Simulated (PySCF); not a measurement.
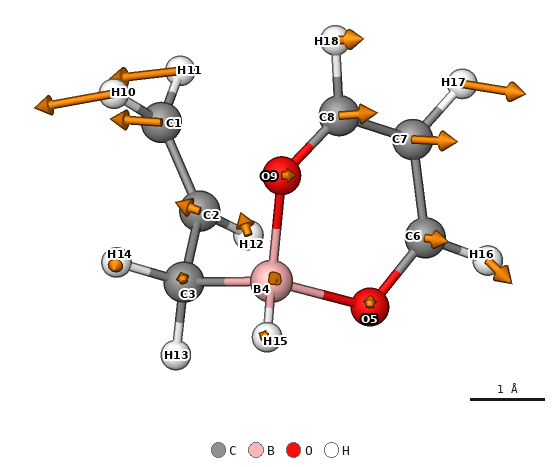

This is a relaxation of C₆H₉BO₂. The starting structure is drawn; orange arrows show the displacements, 5 times their true length. The two geometries are superimposed by the best rigid fit.

Style: ball-and-stick. Shown at a tilt.

The start comes from GFN2-xTB. Its atoms were then displaced at random by about 0.01 Å.

Theory: PBE0-D3(BJ)/def2-SVP geometry optimisation, gas phase in PySCF. 

**Atoms of which element are displaced furthest, and by how much?**

Hydrogen: up to 0.24 Å, against 0.15 Å for carbon.

**What did the optimiser do to the structure, and how much energy did it gain?**

The energy falls by 14.1 kJ/mol in 7 geometry steps. The largest move after the best rigid fit is that of H10, 0.24 Å. Largest moves by element: H 0.24 Å, C 0.15 Å, B 0.05 Å, O 0.04 Å. Some distances before and after: B4–O5 1.578 → 1.545 Å, C8–O9 1.232 → 1.265 Å, B4–H15 1.185 → 1.215 Å, C1–C2 1.318 → 1.338 Å. Bond angles that change, for instance: B4–O5–C6 119.5° → 122.3°, C3–B4–H15 117.7° → 115.4°, C7–C8–H18 118.4° → 120.7°. The run took 4.3 min on 1 thread of Intel(R) Xeon(R) Processor @ 2.50GHz, with other jobs on the host.
